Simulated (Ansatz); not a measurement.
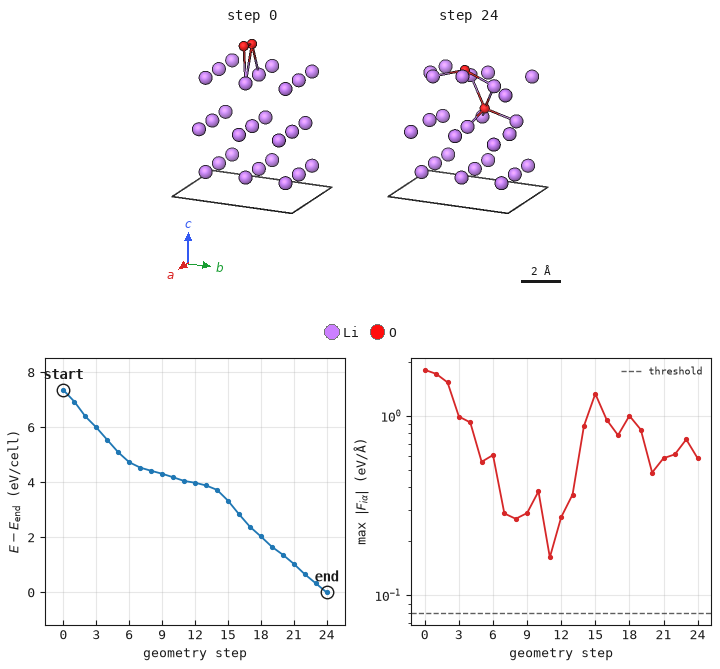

First and last geometry of a constrained relaxation of a slab of composition Li$_{27}$O$_{2}$, with the history of the run. The picture is a ball-and-stick view of the cell of the calculation, outlined in the plane, without the vacuum (origin shifted), seen slightly off an axis.

It is O2 on Li(110), set down by a guess. The run prepares the start of a later molecular dynamics calculation, from a guessed geometry. 9 atoms are held fixed.

The calculation used DFT PBE, scalar-relativistic, plane waves, PAW in Ansatz. (plane-wave cutoff 420 eV; k-point mesh 2 × 2 × 1; occupations fermi dirac; smearing width 0.15 eV; collinear spin; atoms relaxed in a fixed cell; force threshold 0.08 eV/Å; at most 25 steps)

Did the run converge, and what did it change?

The relaxation stopped without meeting its thresholds, so the last structure isn't shown to be converged. It used up its limit of 25 steps. The largest move is that of an O atom, 3.84 Å at 23° to the normal (−c side). Largest moves by element: O 3.84 Å, Li 1.18 Å. The cell doesn't change. Among the contacts that change: Li–O 5.431 → 1.752 Å, Li–O 5.216 → 1.792 Å, Li–O 4.291 → 1.815 Å, Li–O 3.468 → 1.746 Å. New bonds form, among them: Li–O (3.10 → 2.11 Å), Li–O (3.15 → 1.74 Å), Li–O (3.45 → 2.09 Å), Li–O (3.47 → 1.75 Å). Bonds break, among them: O–O (1.32 → 2.93 Å). After 24 geometry steps the energy has fallen by 7.354 eV per cell of the calculation. The largest force component goes from 1.8 to 0.58 eV/Å. The program noted that the starting moments weren't kept.

```json
{"step": "0", "E − E(0), meV/atom": "0.00", "largest force component, eV/Å": "1.8062"}
{"step": "1", "E − E(0), meV/atom": "-14.53", "largest force component, eV/Å": "1.7169"}
{"step": "2", "E − E(0), meV/atom": "-32.99", "largest force component, eV/Å": "1.5386"}
{"step": "3", "E − E(0), meV/atom": "-46.80", "largest force component, eV/Å": "0.9920"}
{"step": "4", "E − E(0), meV/atom": "-62.45", "largest force component, eV/Å": "0.9203"}
{"step": "5", "E − E(0), meV/atom": "-77.98", "largest force component, eV/Å": "0.5550"}
{"step": "6", "E − E(0), meV/atom": "-90.41", "largest force component, eV/Å": "0.6053"}
{"step": "7", "E − E(0), meV/atom": "-97.13", "largest force component, eV/Å": "0.2860"}
{"step": "8", "E − E(0), meV/atom": "-101.14", "largest force component, eV/Å": "0.2670"}
{"step": "9", "E − E(0), meV/atom": "-104.82", "largest force component, eV/Å": "0.2875"}
{"step": "10", "E − E(0), meV/atom": "-109.22", "largest force component, eV/Å": "0.3797"}
{"step": "11", "E − E(0), meV/atom": "-113.83", "largest force component, eV/Å": "0.1628"}
{"step": "12", "E − E(0), meV/atom": "-116.11", "largest force component, eV/Å": "0.2728"}
{"step": "13", "E − E(0), meV/atom": "-119.47", "largest force component, eV/Å": "0.3645"}
{"step": "14", "E − E(0), meV/atom": "-124.99", "largest force component, eV/Å": "0.8794"}
{"step": "15", "E − E(0), meV/atom": "-138.53", "largest force component, eV/Å": "1.3291"}
{"step": "16", "E − E(0), meV/atom": "-155.43", "largest force component, eV/Å": "0.9521"}
{"step": "17", "E − E(0), meV/atom": "-171.19", "largest force component, eV/Å": "0.7808"}
{"step": "18", "E − E(0), meV/atom": "-183.42", "largest force component, eV/Å": "1.0023"}
{"step": "19", "E − E(0), meV/atom": "-196.34", "largest force component, eV/Å": "0.8391"}
{"step": "20", "E − E(0), meV/atom": "-206.26", "largest force component, eV/Å": "0.4836"}
{"step": "21", "E − E(0), meV/atom": "-217.72", "largest force component, eV/Å": "0.5814"}
{"step": "22", "E − E(0), meV/atom": "-230.74", "largest force component, eV/Å": "0.6106"}
{"step": "23", "E − E(0), meV/atom": "-242.07", "largest force component, eV/Å": "0.7400"}
{"step": "24", "E − E(0), meV/atom": "-253.60", "largest force component, eV/Å": "0.5811"}
```
